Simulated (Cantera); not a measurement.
Charge: 1 mol LiCl, 0.84 mol O2, 0.4 mol H2, equilibrated at 80.0 mbar.

Method: chemical equilibrium by Gibbs-energy minimisation in Cantera with the NASA 1993 tables (ideal gas, pure condensed phases). Candidate condensed phases: H2O, Li, LiCl, LiH, LiOH, Li2O; 25 gas species. The numbers say what is thermodynamically allowed, not how fast it happens.

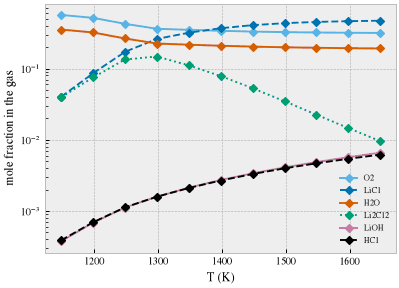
*Equilibrium gas composition (values under 1e-9 drawn at 1e-9)*

From 1148 K to 1248 K the condensed part is LiCl(l). From 1298 K to 1648 K nothing is condensed. The main Li-bearing gas is Li2Cl2 at 1148 K and LiCl at 1648 K.
